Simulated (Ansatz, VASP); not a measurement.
## InPd in two plane-wave programs

One calculation is typed for both programs; each brings its own data sets. How far apart do they land? The cell is taken from a series of VASP runs on this material, whose earlier steps may have relaxed, scaled or displaced it; both programs get it as it stands. Valence electrons are named where the data sets of a main pair hold unlike numbers.

Main program and level: Ansatz 0.2.0; plane waves, with VASP 6.6.1 beside it; band structure at r2SCAN with rVV10.

## Step 1: Starting point

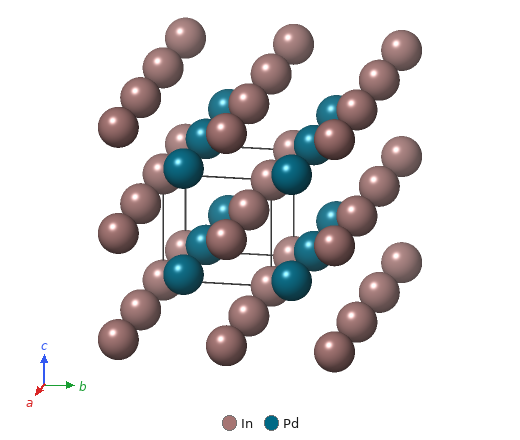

The starting structure, seen slightly off an axis (indium brown, palladium blue). 3×2×2 cells are drawn. Some periodic images of atoms are drawn too.

## Step 2: VASP: band structure, r2SCAN with rVV10

A single point gives forces, pressure and levels at one fixed geometry, so differences don't come from the geometry; what else differs is listed under the comparison.

Lines of VASP's logs that name or quote its potential files are left out, and so is its time.

The input, INCAR:

```
SYSTEM = InPd
PREC = Accurate
ENCUT = 400
EDIFF = 1E-06
NELM = 100
ISMEAR = 1
SIGMA = 0.2
LREAL = .FALSE.
ALGO = Normal
METAGGA = R2SCAN
LUSE_VDW = .TRUE.
IVDW_NL = 2
BPARAM = 11.95
CPARAM = 0.0093
LASPH = .TRUE.
NBANDS = 23
LORBIT = 11
LWAVE = .FALSE.
LCHARG = .FALSE.
KPAR = 2
```

The input, POSCAR:

```
InPd
1.0
    3.2593201929      0.0000000000      0.0000000000
    0.0000000000      3.2593201929      0.0000000000
    0.0000000000      0.0000000000      3.2593201929
In Pd
1 1
Direct
    0.0000000000      0.0000000000      0.0000000000
    0.5000000000      0.5000000000      0.5000000000
```

The input, KPOINTS:

```
Automatic mesh
0
Gamma
6 6 6
0 0 0
```

The input, KPOINTS_OPT:

```
Line mode
16
Line-mode
Reciprocal
  0.00000000   0.00000000   0.00000000 GAMMA
  0.00000000   0.50000000   0.00000000 X

  0.00000000   0.50000000   0.00000000 X
  0.50000000   0.50000000   0.00000000 M

  0.50000000   0.50000000   0.00000000 M
  0.00000000   0.00000000   0.00000000 GAMMA

  0.00000000   0.00000000   0.00000000 GAMMA
  0.50000000   0.50000000   0.50000000 R

  0.50000000   0.50000000   0.50000000 R
  0.00000000   0.50000000   0.00000000 X

  0.50000000   0.50000000   0.00000000 M
  0.50000000   0.50000000   0.50000000 R
```

The projector-augmented-wave data sets are In_d and Pd (PBE family, release 64).

On the command line:

```sh
mpirun -np 2 vasp_std
```

Numbers of over 12 decimals in the logs are rounded to 6 here.

Output:

```text
[banner, memory and clock lines left out]
running    2 mpi-ranks, on    1 nodes
 distrk:  each k-point on    1 cores,    2 groups
 distr:  one band on    1 cores,    1 groups

 POSCAR found type information on POSCAR InPd
 POSCAR found :  2 types and       2 ions
|                                                                             |
|               ----> ADVICE to this user running VASP <----                  |
|                                                                             |
|     You have switched on vdW-DFT.                                           |
|     This routine was written and supplied by Jiri Klimes. We recommend      |
|     that you carefully read and cite the following publications:            |
|       J. Klimes, D.R. Bowler, A. Michelides                                 |
|          J. Phys.: Cond Matt. 22 022201 (2010)                              |
|       J. Klimes, D.R. Bowler, A. Michelides                                 |
|          Phys. Rev. B. 83, 195131 (2011)                                    |
|     and references therein.                                                 |
|                                                                             |

|                                                                             |
|               ----> ADVICE to this user running VASP <----                  |
|                                                                             |
|     You enforced a specific xc type in the INCAR file but a different       |
|     [... a line on the potential file left out ...]
|     I HOPE YOU KNOW WHAT YOU ARE DOING!                                     |
|                                                                             |

 LDA part: xc-table for (None), standard interpolation
 POSCAR, INCAR and KPOINTS ok, starting setup
 FFT: planning ... GRIDC
 FFT: planning ... GRID_SOFT
 FFT: planning ... GRID
 WAVECAR not read
 entering main loop
       N       E                     dE             d eps       ncg     rms          rms(c)
Total rVV10 correction in eV:      0.6134774    28.2377842
Total rVV10 correction in eV:      0.6134774    28.2377842
DAV:   1     0.118452173609E+03    0.11845E+03   -0.91407E+03   989   0.115E+03
DAV:   2    -0.414305654736E+02   -0.15988E+03   -0.15046E+03  1011   0.305E+02
DAV:   3    -0.512523154996E+02   -0.98218E+01   -0.97734E+01  1074   0.731E+01
DAV:   4    -0.514831794623E+02   -0.23086E+00   -0.23071E+00  1247   0.101E+01
DAV:   5    -0.514962515106E+02   -0.13072E-01   -0.13072E-01  1326   0.221E+00    0.911E+00
Total rVV10 correction in eV:      0.5950435    28.2377834
Total rVV10 correction in eV:      0.5950435    28.2377834
DAV:   6    -0.461014996495E+02    0.53948E+01   -0.33697E+00  1159   0.216E+01    0.394E+00
Total rVV10 correction in eV:      0.5975811    28.2377834
Total rVV10 correction in eV:      0.5975811    28.2377834
DAV:   7    -0.460061874049E+02    0.95312E-01   -0.30585E-01  1238   0.439E+00    0.257E+00
Total rVV10 correction in eV:      0.5946996    28.2377834
Total rVV10 correction in eV:      0.5946996    28.2377834
DAV:   8    -0.460117940126E+02   -0.56066E-02   -0.22364E-02  1178   0.105E+00    0.115E+00
Total rVV10 correction in eV:      0.5918657    28.2377834
Total rVV10 correction in eV:      0.5918657    28.2377834
DAV:   9    -0.460121223878E+02   -0.32838E-03   -0.11787E-02  1159   0.877E-01    0.193E-01
Total rVV10 correction in eV:      0.5915896    28.2377834
Total rVV10 correction in eV:      0.5915896    28.2377834
DAV:  10    -0.460123870132E+02   -0.26463E-03   -0.91881E-04  1468   0.233E-01    0.247E-01
Total rVV10 correction in eV:      0.5913880    28.2377834
Total rVV10 correction in eV:      0.5913880    28.2377834
DAV:  11    -0.460124343435E+02   -0.47330E-04   -0.17329E-04  1294   0.125E-01    0.559E-02
Total rVV10 correction in eV:      0.5915793    28.2377834
Total rVV10 correction in eV:      0.5915793    28.2377834
DAV:  12    -0.460124194388E+02    0.14905E-04   -0.63241E-05  1305   0.102E-01    0.119E-01
Total rVV10 correction in eV:      0.5916103    28.2377834
Total rVV10 correction in eV:      0.5916103    28.2377834
DAV:  13    -0.460124198892E+02   -0.45045E-06   -0.44023E-06  1189   0.156E-02
Total rVV10 correction in eV:      0.5915976    28.2377834
Total rVV10 correction in eV:      0.5915976    28.2377834
Total rVV10 correction in eV:      0.5916183    28.2377834
Total rVV10 correction in eV:      0.5916183    28.2377834
   1 F= -.46012420E+02 E0= -.46013731E+02  d E =0.393392E-02
 Start KPOINTS_OPT (optional k-point list driver)
k-point batch [1-20\96]
       N       E                     dE             ncg
DAV:   1     0.419927343728E+04   -0.27161E+04      966
DAV:   2     0.884053029244E+03   -0.33152E+04      955
DAV:   3     0.662586405454E+03   -0.22147E+03     1179
DAV:   4     0.657302366588E+03   -0.52840E+01     1206
DAV:   5     0.657043427651E+03   -0.25894E+00     1333
DAV:   6     0.657040948320E+03   -0.24793E-02     1331
DAV:   7     0.657040881119E+03   -0.67201E-04     1336
DAV:   8     0.657040880753E+03   -0.36567E-06      817
[...]
k-point batch [81-96\96]
       N       E                     dE             ncg
DAV:   1     0.542036511990E+04   -0.11111E+05      805
DAV:   2     0.305048628966E+04   -0.23699E+04      778
DAV:   3     0.289911206275E+04   -0.15137E+03      925
DAV:   4     0.289557480569E+04   -0.35373E+01     1000
DAV:   5     0.289541434762E+04   -0.16046E+00     1044
DAV:   6     0.289541079657E+04   -0.35510E-02     1049
DAV:   7     0.289541074279E+04   -0.53780E-04     1073
DAV:   8     0.289541074200E+04   -0.78527E-06      768
```

Parts of OUTCAR (step 2):

```text
ion  position               nearest neighbor table
   1  0.000  0.000  0.000-   2 2.82   2 2.82   2 2.82   2 2.82   2 2.82   2 2.82   2 2.82   2 2.82

  LATTYP: Found a simple cubic cell.
 ALAT       =     3.2593201929

 Subroutine GETGRP returns: Found 48 space group operations
 (whereof 48 operations were pure point group operations)

The static configuration has the point symmetry O_h .

 Found     20 irreducible k-points:

   k-points           NKPTS =     20   k-points in BZ     NKDIM =     20   number of bands    NBANDS=     23

   dimension x,y,z NGX =    24 NGY =   24 NGZ =   24
   dimension x,y,z NGXF=    48 NGYF=   48 NGZF=   48

   ENCUT  =  400.0 eV  29.40 Ry    5.42 a.u.   5.32  5.32  5.32*2*pi/ulx,y,z

   NELECT =      23.0000    total number of electrons

 k-points in reciprocal lattice and weights: Automatic mesh
   0.00000000  0.00000000  0.00000000       0.005
   0.16666667  0.00000000  0.00000000       0.028
   0.33333333  0.00000000  0.00000000       0.028
   0.50000000  0.00000000  0.00000000       0.014
   0.16666667  0.16666667  0.00000000       0.056
   0.33333333  0.16666667  0.00000000       0.111
   0.50000000  0.16666667  0.00000000       0.056
   0.33333333  0.33333333  0.00000000       0.056
   0.50000000  0.33333333  0.00000000       0.056
[...]
0.50000000  0.50000000  0.33333333       0.028
   0.50000000  0.50000000  0.50000000       0.005

 average (electrostatic) potential at core
       1 -96.3544       2 -75.1348

 E-fermi :  10.6131

 k-point     1 :       0.0000    0.0000    0.0000
  band No.  band energies     occupation
    ...
      7       6.4765      2.00000
      8       6.4765      2.00000
      9       8.1263      2.00000
     10       8.1263      2.00000
     11       8.1263      2.00000
     12      15.0825      0.00000
     13      15.0825      0.00000
     14      15.0825      0.00000
     15      20.8421      0.00000
     16      21.5252      0.00000
    ...

 k-point     2 :       0.1667    0.0000    0.0000
  band No.  band energies     occupation
    ...
      7       6.4816      2.00000
      8       6.5242      2.00000
      9       7.8172      2.00000
     10       7.8172      2.00000
     11       8.1068      2.00000
     12      12.6724     -0.00000
     13      15.9726      0.00000
     14      15.9726      0.00000
     15      21.1535      0.00000
     16      21.3635      0.00000
    ...

 k-point     3 :       0.3333    0.0000    0.0000
  band No.  band energies     occupation
    ...
      8       6.4920      2.00000
      9       7.3061      2.00000
     10       7.3061      2.00000
     11       8.0675      2.00000
     12       9.9934      2.00011
     13      18.2074      0.00000
     14      18.2074      0.00000
     15      20.9996      0.00000
     16      21.4204      0.00000
     17      24.7607      0.00000
    ...

  Total       -0.0420795     -0.0420795     -0.0420795      0.0000000      0.0000000     -0.0000000
  in kB       -1.9471532     -1.9471532     -1.9471532      0.0000000      0.0000000     -0.0000000
  external PRESSURE =      -1.9471532 kB  Pullay stress =       0.0000000 kB

  energy-cutoff  :      400.00
  volume of cell :       34.62
      direct lattice vectors                 reciprocal lattice vectors
     3.259320193  0.000000000  0.000000000     0.306812446  0.000000000  0.000000000
     0.000000000  3.259320193  0.000000000     0.000000000  0.306812446  0.000000000
     0.000000000  0.000000000  3.259320193     0.000000000  0.000000000  0.306812446

 POSITION                                       TOTAL-FORCE (eV/Angst)
 -----------------------------------------------------------------------------------
      0.00000      0.00000      0.00000         0.000000      0.000000      0.000000
      1.62966      1.62966      1.62966         0.000000      0.000000      0.000000
 -----------------------------------------------------------------------------------
    total drift:                                0.000000      0.000000     -0.000000

  FREE ENERGIE OF THE ION-ELECTRON SYSTEM (eV)
  ---------------------------------------------------
  free  energy   TOTEN  =       -46.0124198892 eV

  energy  without entropy=      -46.0163538071  energy(sigma->0) =      -46.01373120

 total charge
# of ion       s       p       d       tot
------------------------------------------
    1        0.806   0.793   9.901  11.500
    2        0.446   0.439   8.651   9.536
--------------------------------------------------
tot          1.252   1.232  18.552  21.036

[... 3 further parts left out ...]
```

This run has no spin polarisation. Its electron count is odd, so without a moment it is a metal by construction. The k-mesh is coarse for a metal. Spin-orbit coupling is off here; with elements this heavy it splits and shifts levels by tenths of an eV or more. The PAW data sets were made with PBE, which is usual practice but a small mismatch for other functionals.

(Continued in part 2 of 2.)

[Lines on the potential files, build, host, timing and source positions are cut from VASP's logs without a mark.]

[Logs are printed without paths, hosts, clocks, repeated set-up lines and the standing remarks that a program may print on its own settings, such as how far it seeks lower states.]

[Hosts, paths, dates, database ids (printed as entryN), source tags and the programs' standing remarks are cut or masked in the printed files.]
